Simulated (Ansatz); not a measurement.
CH3NO (Nitrosomethane): a line through the functionals

CH3NO has 6 atoms, charge 0, and is taken as a singlet. As SMILES, `CN=O`. The shape is that of a PBE0-D4/def2-TZVP optimisation.

The electronic atomisation energy y, in eV, basis def2-TZVP; a is the functional's share of exact exchange. Programs: Ansatz 0.2.0.

| functional | program | a | y (eV) |
| --- | --- | --- | --- |
| r2SCAN | Ansatz | 0 | 21.75 |
| BLYP | Ansatz | 0 | 22.21 |
| B3LYP | Ansatz | 0.2 | ? |
| PBE0 | Ansatz | 0.25 | 21.83 |
| BHLYP | Ansatz | 0.5 | 20.49 |

Question: Fit y = c + s·a to the known rows and predict B3LYP.

Answer: 
1. Means of the 4 rows: a = 0.1875, y = 21.570.
2. Σ(Δa)² = 0.17188, Σ(Δa·Δy) = -0.475, so the slope is -0.475/0.17188 = -2.7636.
3. Intercept: 21.570 − (-2.7636) × 0.1875 = 22.088. The largest residual of the fit is 0.43.
4. B3LYP: 22.088 + (-2.7636) × 0.2 = 21.54 eV.

The run gave 21.84 eV, so the prediction is off by -0.30 eV, within the scatter of the fit. The rows mix families of semi-local functionals, which the line can't see.

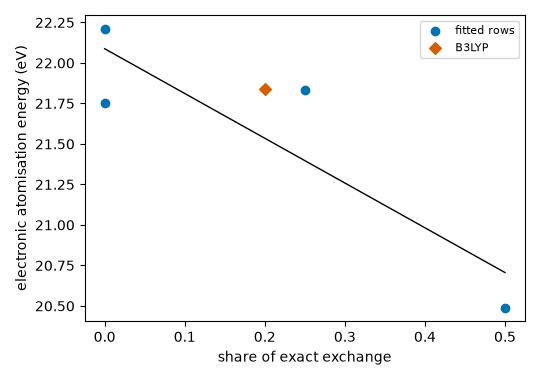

The fitted line, with the withheld row.
